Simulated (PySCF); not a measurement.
# Run report: SiH (charge −1), single-point calculation

System: SiH, charge −1, multiplicity 3.
Method: ROHF/cc-pvtz-dk (PySCF 2.14.0).

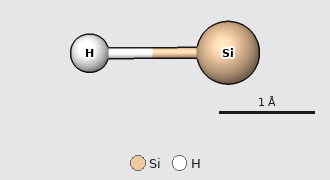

Fig. 1: The structure as given in the input (ball-and-stick view, seen on its broad side). Bond lengths as drawn: H–Si 1.46 Å.

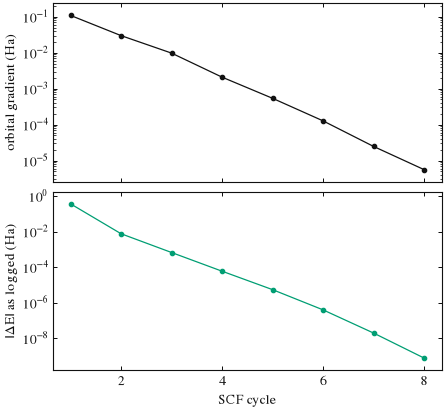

Fig. 2: Convergence of the self-consistent field: orbital gradient and size of the energy change against the SCF cycle. The residual falls at every step.

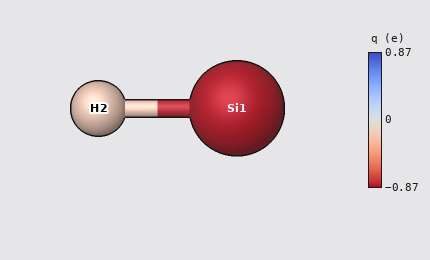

Fig. 3: meta-Löwdin charges, as the colour of each atom (ball-and-stick view, seen on its broad side; atoms are numbered from 1 in the order of the input). By element: Si −0.83 and H −0.17 e.

The input and output of the run follow.

The input:
```python
from pyscf import gto, scf, solvent

mol = gto.M(
    atom='Si 0 0 0; H 0 0 1.458',
    basis='cc-pvtz-dk',
    charge=-1,
    spin=2,
    verbose=4,
)
mf = scf.ROHF(mol)
mf = mf.sfx2c1e()
mf = solvent.PCM(mf)
mf.with_solvent.eps = 32.6
mf.kernel()
mf.analyze()
print('orbital energies (hartree):', mf.mo_energy[..., max(0, mol.nelec[1]-3):mol.nelec[0]+3].round(4))
```

Launch command:
```bash
OMP_NUM_THREADS=1 python input.py
```

What the program printed:
```
PySCF version 2.14.0

[INPUT] verbose = 4
[INPUT] num. atoms = 2
[INPUT] num. electrons = 16
[INPUT] charge = -1
[INPUT] spin (= nelec alpha-beta = 2S) = 2
[INPUT] symmetry False subgroup None
[INPUT] Mole.unit = angstrom
[INPUT] Symbol           X                Y                Z      unit          X                Y                Z       unit  Magmom
[INPUT]  1 Si     0.000000000000   0.000000000000   0.000000000000 AA    0.000000000000   0.000000000000   0.000000000000 Bohr   0.0
[INPUT]  2 H      0.000000000000   0.000000000000   1.458000000000 AA    0.000000000000   0.000000000000   2.755220689616 Bohr   0.0

nuclear repulsion = 5.0812626562963
number of shells = 15
number of NR pGTOs = 75
number of NR cGTOs = 48
basis = cc-pvtz-dk
ecp = {}

******** <class 'pyscf.solvent._attach_solvent.PCMsfX2C1eROHF'> ********
method = PCMsfX2C1eROHF
initial guess = minao
damping factor = 0
level_shift factor = 0
DIIS = <class 'pyscf.scf.diis.CDIIS'>
diis_start_cycle = 1
diis_space = 8
diis_damp = 0
SCF conv_tol = 1e-09
SCF conv_tol_grad = None
SCF max_cycles = 50
direct_scf = True
direct_scf_tol = 1e-13
num. doubly occ = 7  num. singly occ = 2

******** <class 'pyscf.x2c.sfx2c1e.SpinFreeX2CHelper'> ********
approx = 1e
xuncontract = 1
******** <class 'pyscf.solvent.pcm.PCM'> (In testing) ********

WARN: PCM is an experimental feature. It is still in testing.
Features and APIs may be changed in the future.

lebedev_order = 29 (302 grids per sphere)
eps = 32.6
frozen = False
Set gradient conv threshold to 3.16228e-05
PCM E_diel = -7.18389803399653e-05
Solvent Energy = -7.18389803399653e-05
init E= -289.77584908826
  HOMO = -0.0608869431336114  LUMO = 0.153472422516348  gap/eV = 5.83302
PCM E_diel = -0.0942779836609158
Solvent Energy = -0.0942779836609158
cycle= 1 E= -290.137170905393  delta_E= -0.361  |g|= 0.109  |ddm|= 0.872
  HOMO = -0.0405401878250136  LUMO = 0.202107475348624  gap/eV = 6.60278
PCM E_diel = -0.0936132521672501
Solvent Energy = -0.0936132521672501
cycle= 2 E= -290.144689350972  delta_E= -0.00752  |g|= 0.0299  |ddm|= 0.216
  HOMO = -0.0571055870723346  LUMO = 0.195286209897964  gap/eV = 6.86793
PCM E_diel = -0.0938667015726497
Solvent Energy = -0.0938667015726497
cycle= 3 E= -290.145351165475  delta_E= -0.000662  |g|= 0.00975  |ddm|= 0.0595
  HOMO = -0.0539543354274954  LUMO = 0.196913344986853  gap/eV = 6.82646
PCM E_diel = -0.0938885344546912
Solvent Energy = -0.0938885344546912
cycle= 4 E= -290.145409993531  delta_E= -5.88e-05  |g|= 0.00209  |ddm|= 0.0172
  HOMO = -0.0532490609244754  LUMO = 0.197336937655868  gap/eV = 6.81879
PCM E_diel = -0.0939080160645932
Solvent Energy = -0.0939080160645932
cycle= 5 E= -290.14541539763  delta_E= -5.4e-06  |g|= 0.000539  |ddm|= 0.00656
  HOMO = -0.0533395893488842  LUMO = 0.197314972157301  gap/eV = 6.82066
PCM E_diel = -0.0939150713745472
Solvent Energy = -0.0939150713745472
cycle= 6 E= -290.145415791785  delta_E= -3.94e-07  |g|= 0.000127  |ddm|= 0.0021
  HOMO = -0.0533503054294146  LUMO = 0.197311289758979  gap/eV = 6.82085
PCM E_diel = -0.0939159678384551
Solvent Energy = -0.0939159678384551
cycle= 7 E= -290.145415811366  delta_E= -1.96e-08  |g|= 2.47e-05  |ddm|= 0.000539
  HOMO = -0.05335408514901  LUMO = 0.197310595052325  gap/eV = 6.82093
PCM E_diel = -0.0939159928228444
Solvent Energy = -0.0939159928228444
cycle= 8 E= -290.145415812136  delta_E= -7.7e-10  |g|= 5.59e-06  |ddm|= 0.000103
  HOMO = -0.0533539828810014  LUMO = 0.197310862213445  gap/eV = 6.82094
PCM E_diel = -0.0939159919242748
Solvent Energy = -0.0939159919242748
Extra cycle  E= -290.145415812178  delta_E= -4.14e-11  |g|= 2.69e-06  |ddm|= 1.79e-05
converged SCF energy = -290.145415812178
**** SCF Summaries ****
Total Energy =                        -290.145415812177589
Nuclear Repulsion Energy =               5.081262656296297
One-electron Energy =                 -416.461864289690993
Two-electron Energy =                  121.329101813141421
Two-electron Coulomb Energy =          142.259805157828453
DFT Exchange-Correlation Energy =      -20.930703344687032
HOMO-LUMO gap [eV] =                     6.820937861508470
**** MO energy ****
                Roothaan           | alpha              | beta
MO #1   energy= -68.8554546647572  | -68.8589511787628  | -68.8519581507521  occ= 2
MO #2   energy= -6.06673526729207  | -6.07100238297375  | -6.06246815161043  occ= 2
MO #3   energy= -4.14186191666829  | -4.14373607356799  | -4.13998775976862  occ= 2
MO #4   energy= -4.14144850045676  | -4.15175471994243  | -4.13114228097144  occ= 2
MO #5   energy= -4.1414485004534   | -4.1517547199384   | -4.13114228096876  occ= 2
MO #6   energy= -0.570959711403789 | -0.616083260537948 | -0.525836162269637 occ= 2
MO #7   energy= -0.313901431367284 | -0.347747077487438 | -0.280055785247132 occ= 2
MO #8   energy= -0.0533539828880199 | -0.225663764997479 | 0.118955667935042  occ= 1
MO #9   energy= -0.0533539828810014 | -0.225663764993683 | 0.118955667945282  occ= 1
MO #10  energy= 0.197310862213445  | 0.182689543104577  | 0.211932181322293  occ= 0
MO #11  energy= 0.303808884149015  | 0.287918300894885  | 0.319699467403157  occ= 0
MO #12  energy= 0.394080623516045  | 0.380807659735929  | 0.407353587296169  occ= 0
MO #13  energy= 0.404114426704616  | 0.375222955139417  | 0.433005874595027  occ= 0
MO #14  energy= 0.404114426723029  | 0.375222955157684  | 0.433005874613591  occ= 0
MO #15  energy= 0.417612990890037  | 0.367157810151937  | 0.468068171628129  occ= 0
MO #16  energy= 0.417620318938314  | 0.367165141097388  | 0.468075496779243  occ= 0
MO #17  energy= 0.447660153311704  | 0.416796051846165  | 0.478524405802303  occ= 0
MO #18  energy= 0.447660153321404  | 0.416796051856173  | 0.478524405811692  occ= 0
MO #19  energy= 0.508892522453679  | 0.496207461751581  | 0.521577583155764  occ= 0
MO #20  energy= 0.739349255391091  | 0.727984059350331  | 0.750714451431845  occ= 0
MO #21  energy= 1.02044198157473   | 1.00999637959429   | 1.03088759007279   occ= 0
MO #22  energy= 1.02044198158755   | 1.00999637960709   | 1.03088759008565   occ= 0
MO #23  energy= 1.22796724026622   | 1.21971109490374   | 1.23622338562868   occ= 0
MO #24  energy= 1.2815982966808    | 1.26735568343771   | 1.2958409067273    occ= 0
MO #25  energy= 1.28159829668674   | 1.26735568344308   | 1.29584090673382   occ= 0
MO #26  energy= 1.28182222474243   | 1.25789952756639   | 1.30574492191846   occ= 0
MO #27  energy= 1.2818256443908    | 1.25790335340251   | 1.3057479353791    occ= 0
MO #28  energy= 1.29390893213432   | 1.26381772732791   | 1.32400013694073   occ= 0
MO #29  energy= 1.29390893214099   | 1.26381772733458   | 1.32400013694739   occ= 0
MO #30  energy= 1.29464385792375   | 1.27301375690727   | 1.31627395894022   occ= 0
MO #31  energy= 1.29464392132596   | 1.27301368403869   | 1.31627415861325   occ= 0
MO #32  energy= 1.48395801247534   | 1.4722842881585    | 1.49563173679217   occ= 0
MO #33  energy= 1.57176668729228   | 1.56037697434914   | 1.58315640112166   occ= 0
MO #34  energy= 1.57176668729845   | 1.56037697435519   | 1.58315640112796   occ= 0
MO #35  energy= 1.79979093720256   | 1.7947038205703    | 1.8048780538348    occ= 0
MO #36  energy= 2.41790462982898   | 2.40953293765186   | 2.42627632200606   occ= 0
MO #37  energy= 2.5730405063919    | 2.55568211233156   | 2.59039890018114   occ= 0
MO #38  energy= 2.57304050639609   | 2.55568211233607   | 2.59039890018502   occ= 0
MO #39  energy= 2.75835221347961   | 2.75476119039327   | 2.76194323656595   occ= 0
MO #40  energy= 3.3855666382896    | 3.38061949784744   | 3.39051377873175   occ= 0
MO #41  energy= 3.63853963775855   | 3.63596894831608   | 3.64111032720102   occ= 0
MO #42  energy= 3.63854351620443   | 3.63597282563681   | 3.64111420677206   occ= 0
MO #43  energy= 3.9006870300862    | 3.89813206387426   | 3.90324199630197   occ= 0
MO #44  energy= 3.9006870300971    | 3.89813206388516   | 3.90324199631287   occ= 0
MO #45  energy= 4.31100633252969   | 4.30958969588268   | 4.31242296917317   occ= 0
MO #46  energy= 4.31100633255982   | 4.30958969591286   | 4.31242296920325   occ= 0
MO #47  energy= 4.31338287452196   | 4.31185897148735   | 4.31490677755656   occ= 0
MO #48  energy= 5.04174371127298   | 5.04033179876006   | 5.04315562378589   occ= 0
 ** Mulliken pop on meta-lowdin orthogonal AOs  **
 ** Mulliken pop  **
pop of  0 Si 1s           2.00000
pop of  0 Si 2s           1.99998
pop of  0 Si 3s           1.76499
pop of  0 Si 4s           0.02225
pop of  0 Si 5s           0.00018
pop of  0 Si 2px          2.00000
pop of  0 Si 2py          2.00000
pop of  0 Si 2pz          2.00000
pop of  0 Si 3px          0.97349
pop of  0 Si 3py          0.97349
pop of  0 Si 3pz          1.02142
pop of  0 Si 4px          0.02602
pop of  0 Si 4py          0.02602
pop of  0 Si 4pz          0.00503
pop of  0 Si 5px          0.00008
pop of  0 Si 5py          0.00008
pop of  0 Si 5pz          0.00046
pop of  0 Si 3dxy         0.00000
pop of  0 Si 3dyz         0.00016
pop of  0 Si 3dz^2        0.01386
pop of  0 Si 3dxz         0.00016
pop of  0 Si 3dx2-y2      0.00000
pop of  0 Si 4dxy         0.00000
pop of  0 Si 4dyz         0.00000
pop of  0 Si 4dz^2        0.00064
pop of  0 Si 4dxz         0.00000
pop of  0 Si 4dx2-y2      0.00000
pop of  0 Si 4f-3         0.00000
pop of  0 Si 4f-2         0.00000
pop of  0 Si 4f-1         0.00001
pop of  0 Si 4f+0         0.00009
pop of  0 Si 4f+1         0.00001
pop of  0 Si 4f+2         0.00000
pop of  0 Si 4f+3         0.00000
pop of  1 H 1s            1.16517
pop of  1 H 2s            0.00042
pop of  1 H 3s            0.00159
pop of  1 H 2px           0.00019
pop of  1 H 2py           0.00019
pop of  1 H 2pz           0.00308
pop of  1 H 3px           0.00000
pop of  1 H 3py           0.00000
pop of  1 H 3pz           0.00024
pop of  1 H 3dxy          0.00000
pop of  1 H 3dyz          0.00005
pop of  1 H 3dz^2         0.00059
pop of  1 H 3dxz          0.00005
pop of  1 H 3dx2-y2       0.00000
 ** Mulliken atomic charges  **
charge of    0Si =     -0.82843
charge of    1H =     -0.17157
Dipole moment(X, Y, Z, Debye):  0.00000,  0.00000,  0.19287
orbital energies (hartree): [-4.1414 -0.571  -0.3139 -0.0534 -0.0534  0.1973  0.3038  0.3941]
```

Summary:

```csv
quantity,value
outcome,converged
SCF energy,−290.145416 hartree
hardware,"1 CPU thread, shared host"
wall time,1.7 s
```

Notes:

Notes on the run: PCM is an experimental feature.
